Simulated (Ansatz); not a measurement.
**GeH₃ radical: an energy map over two coordinates**

How does the energy of GeH₃, SMILES [GeH3], spin multiplicity 2 change over two coordinates at once? A grid of runs gives the map.

Method: UKS PBE0-D4/def2-TZVP; program: Ansatz 0.2.0.

### Step 1. The system as given

4 atoms, charge 0, spin multiplicity 2.

Atoms are counted from 1 here; the program's logs count them from 0.

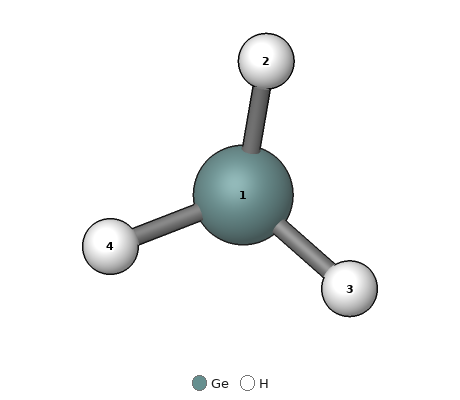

The starting geometry (germanium teal, hydrogen white); atoms are numbered from 1 in the order of the file.

As a file:

```xyz
4
charge 0, multiplicity 2
Ge    0.22440   -0.13167   -0.26085
H     1.05931    0.11198    1.02835
H    -0.89149   -1.18216    0.00322
H    -0.39222    1.20184   -0.77073
```

### Step 3. Setting up the map

First coordinate, umbrella angle at Ge1 (between each of its bonds and their common axis; 90 is planar): 15 values from 60.3 to 119.7 °. Second coordinate, change of the bonds Ge1–H2, Ge1–H3, Ge1–H4, all alike: 15 values from −0.169 to 0.262 Å.

Nothing else is relaxed (all other coordinates rigid). Energies count from the relaxed molecule at the same level. Points are written as (first, second).

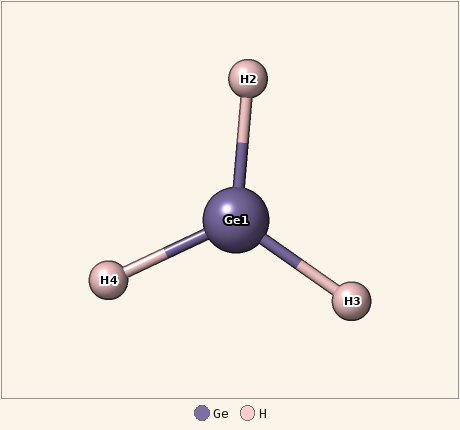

The geometry at (90.0°, −0.046 Å).

(The set-up runs are not shown.)

### Step 4. Grid point (73.0°, −0.015 Å)

File input.yaml:

```yaml
crystal:
  periodic: [false, false, false]
  atoms:
    - { symbol: Ge, position_ang: [0.214178, -0.125673, -0.248945] }
    - { symbol: H, position_ang: [1.605848, -0.21767, 0.365486] }
    - { symbol: H, position_ang: [-0.321093, -1.495957, -0.647114] }
    - { symbol: H, position_ang: [0.172069, 0.858834, -1.411575] }
magnetization:
  spin_polarized: true
  initial_magnetization: 1
basis:
  gaussian: { orbitals: def2-TZVP }
hamiltonian:
  xc: pbe0
  dispersion: d4
output:
  forces: true
```

The run is started by

```sh
ansatz run input.yaml --threads 1 --pin off --max-ram 2560MiB --backend cpu --events-out ev --progress --plain --runs-dir out
```

Further runs follow: the other points that were computed.

Q: Predict the outcome of this session. Wanted: lowest point; highest computed point; largest force on an atom; dipole moment.

As calculated:

| quantity | value |
| --- | --- |
| lowest point | (73.0°, −0.015 Å), 0.14 kcal/mol |
| highest computed point | (90.0°, 0.262 Å), 38.3 kcal/mol above the lowest |
| largest force on an atom (eV/Å) | 0.12 at (90.0°, −0.015 Å) to 4.58 at (60.3°, −0.169 Å); 0.27 at the lowest point |
| dipole moment (D) | 0.00 at (90.0°, −0.169 Å) to 1.03 at (60.3°, 0.262 Å); 0.01 at the lowest point |
| time for the whole task | 3.4 min on 1 thread, shared host |

In words: The lowest computed point is at (73.0°, −0.015 Å), 0.14 kcal/mol from the relaxed molecule at the same level; the map holds 2 wells of about this depth. The grid is coarse, so the lowest point of the scanned range may lie between grid points; coordinates that were held can hide deeper minima. The grid shows no other well, apart from its symmetry copies. The highest computed point, (90.0°, 0.262 Å), lies 38.3 kcal/mol above the lowest. On the interpolated surface the easiest way out of the lowest well to a well of the same energy at (107.0°, −0.015 Å) passes a barrier of about 4.8 kcal/mol. Round the minimum the valley is somewhat tilted: raising the first coordinate shifts the best value of the second coordinate downwards (coupling k₁₂/√(k₁₁k₂₂) about 0.2).
